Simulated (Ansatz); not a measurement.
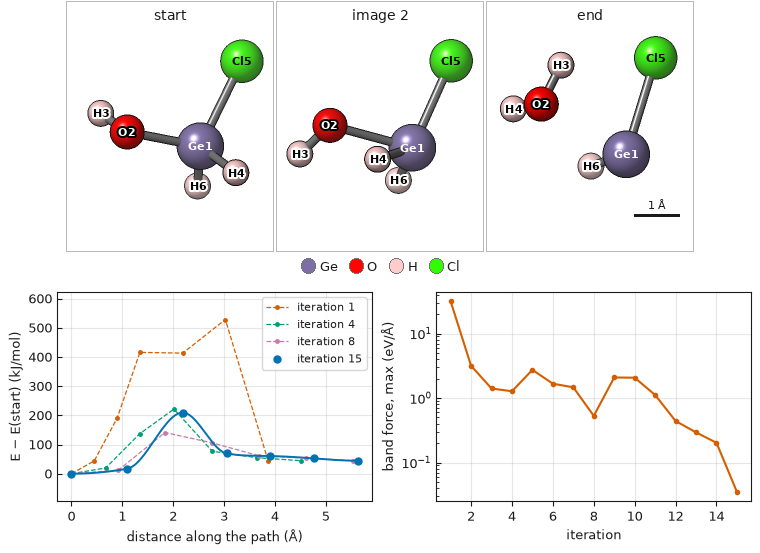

A search for the minimum-energy path of GeH₃OCl by the nudged elastic band. Images are numbered from 0 (start) to 6 (end). The plot follows the band through its iterations. The picture is a ball-and-stick view, seen at a tilt.

Computed with RKS BLYP-D4/def2-SVP (Ansatz 0.2.0).

Input
```yaml
crystal:
  periodic: [false, false, false]
  atoms:
    - { symbol: Ge, position_ang: [0.347079, -0.04937, 0.042115] }
    - { symbol: O, position_ang: [0.659871, -0.087773, 1.811148] }
    - { symbol: H, position_ang: [-0.169808, -0.133892, 2.326281] }
    - { symbol: H, position_ang: [1.748901, 0.080408, -0.590678] }
    - { symbol: Cl, position_ang: [-0.843805, 1.732613, -0.461731] }
    - { symbol: H, position_ang: [-0.484638, -1.276686, -0.423837] }
basis:
  gaussian: { orbitals: def2-SVP }
hamiltonian:
  xc: blyp
  dispersion: d4
neb:
  order_check: false
  images: 5
  f_tol: 0.05
  max_iterations: 60
  final_atoms:
    - { symbol: Ge, position_ang: [0.47780064, 0.48112093, -0.8833682] }
    - { symbol: O, position_ang: [1.09902643, -0.03431584, 1.26456726] }
    - { symbol: H, position_ang: [0.31885992, 0.46606859, 1.62037743] }
    - { symbol: H, position_ang: [0.84352146, -0.97308398, 1.39097267] }
    - { symbol: Cl, position_ang: [-1.35636932, 1.36624857, 0.23922419] }
    - { symbol: H, position_ang: [-0.12523914, -1.04073827, -0.92847536] }
  initial_path:
    images:
      - { positions_ang: [[0.347079, -0.04937, 0.042115], [0.659871, -0.087773, 1.811148], [-0.169808, -0.133892, 2.326281], [1.748901, 0.080408, -0.590678], [-0.843805, 1.732613, -0.461731], [-0.484638, -1.276686, -0.423837]] }
      - { positions_ang: [[0.23169722, -0.03238498, 0.0278813], [0.81142003, -0.05977829, 1.74890308], [-0.04503382, -0.18504688, 2.20375258], [1.73572905, 0.05416476, -0.26751852], [-0.91083194, 1.76008302, -0.55275635], [-0.56538055, -1.27173764, -0.45696409]] }
      - { positions_ang: [[0.11631544, -0.01539995, 0.0136476], [0.96296907, -0.03178357, 1.68665817], [0.07974035, -0.23620175, 2.08122416], [1.7225571, 0.02792153, 0.05564095], [-0.97785887, 1.78755304, -0.64378169], [-0.64612309, -1.26678929, -0.49009118]] }
      - { positions_ang: [[0.00093367, 0.00158507, -0.0005861], [1.1145181, -0.00378886, 1.62441325], [0.20451453, -0.28735663, 1.95869574], [1.70938515, 0.00167829, 0.37880043], [-1.04488581, 1.81502306, -0.73480704], [-0.72686564, -1.26184093, -0.52321828]] }
      - { positions_ang: [[0.15988933, 0.16143036, -0.2948468], [1.10935421, -0.01396452, 1.50446459], [0.24262966, -0.03621489, 1.84592297], [1.42076392, -0.32324246, 0.71619118], [-1.14871365, 1.66543156, -0.41012996], [-0.52632347, -1.18814005, -0.65830397]] }
      - { positions_ang: [[0.31884498, 0.32127564, -0.5891075], [1.10419032, -0.02414018, 1.38451593], [0.28074479, 0.21492685, 1.7331502], [1.13214269, -0.64816322, 1.05358193], [-1.25254148, 1.51584007, -0.08545289], [-0.32578131, -1.11443916, -0.79338966]] }
      - { positions_ang: [[0.47780064, 0.48112093, -0.8833682], [1.09902643, -0.03431584, 1.26456726], [0.31885992, 0.46606859, 1.62037743], [0.84352146, -0.97308398, 1.39097267], [-1.35636932, 1.36624857, 0.23922419], [-0.12523914, -1.04073827, -0.92847536]] }
```

Command:
```bash
ansatz run input.yaml --threads 1 --pin off --max-ram 2048MiB --backend cpu --events-out ev --progress --plain --runs-dir out
```

**Did the band converge, and can the barrier be trusted?**

The result is final at these settings. The band converged in 15 iterations. The largest component of the band force went from 32 to 0.035 eV/Å. The climbing image converged on the top of the path. Its vibrational analysis gives one imaginary mode (1189i cm⁻¹), as a transition state must have. The first iteration put the highest image at 528.2 kJ/mol. Forward barrier 209.3 kJ/mol, backward barrier 164.9 kJ/mol, with image 2 at the top; the reaction energy is +44.5 kJ/mol.

The run took 73 s on 1 thread of Intel(R) Xeon(R) 6975P-C (Granite Rapids), on a shared host, peak memory 0.16 GiB.
